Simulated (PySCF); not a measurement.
C₃H₈BClSi (SMILES B[SiH2]C/C=C\Cl)

Input

```
{"job": {"kind": "uv", "xc": "PBE0", "basis": "def2-SVPD", "nstates": 8, "ntriplets": 3}, "charge": 0, "multiplicity": 1}
B      2.091464     1.188259    -0.041726
Si     1.308007    -0.540904     0.421910
C     -0.267503    -0.812605    -0.677801
C     -1.239215     0.279025    -0.470454
C     -2.238344     0.274368     0.400112
Cl    -2.579260    -1.072708     1.422950
H      3.017454     1.281381    -0.750919
H      1.631024     2.189776     0.352187
H      2.119249    -1.745651     0.158680
H      0.847210    -0.693547     1.812186
H     -0.709622    -1.770561    -0.411946
H      0.034474    -0.853708    -1.723610
H     -1.096259     1.178905    -1.054412
H     -2.919356     1.097497     0.540678
```

Run with:

```sh
OMP_NUM_THREADS=1 python probes_run.py task.json out
```

Geometry: GFN2-xTB.

Method: PBE0/def2-SVPD, SCF density, gas phase (PySCF).

What can the converged electron density and electron localisation function tell about the bonding?

C–C (1.33 Å): ρ is about 2.3 e/Å³ halfway; the ELF peaks at about 0.90 between the atoms (a short, multiple covalent bond).
C–Cl (1.73 Å): ρ is about 1.5 e/Å³ halfway; the ELF peaks at about 0.90 between the atoms: a covalent bond.
C–H (1.08 Å): ρ at the midpoint is about 2 e/Å³; the ELF climbs to about 1 towards the hydrogen, as it does in any bond to H (an ordinary covalent bond to hydrogen).
C–C (1.48 Å): ρ is about 1.8 e/Å³ halfway; the ELF peaks at about 0.95 between the atoms: localised, covalent bonding.

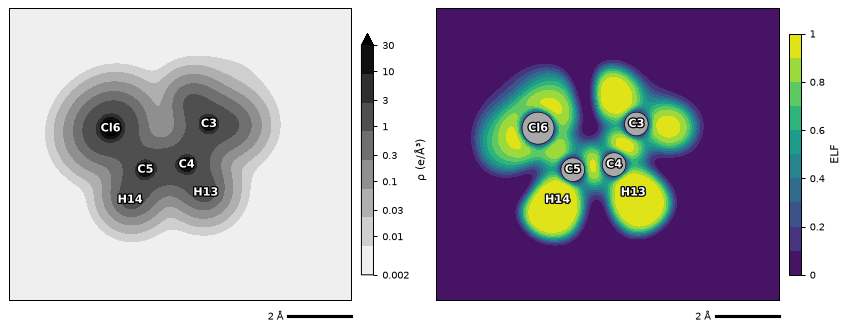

Computed electron density and electron localisation function on the plane of atoms C5, C4 and H13, in this order. Grey discs cover the atomic cores in the ELF map. 
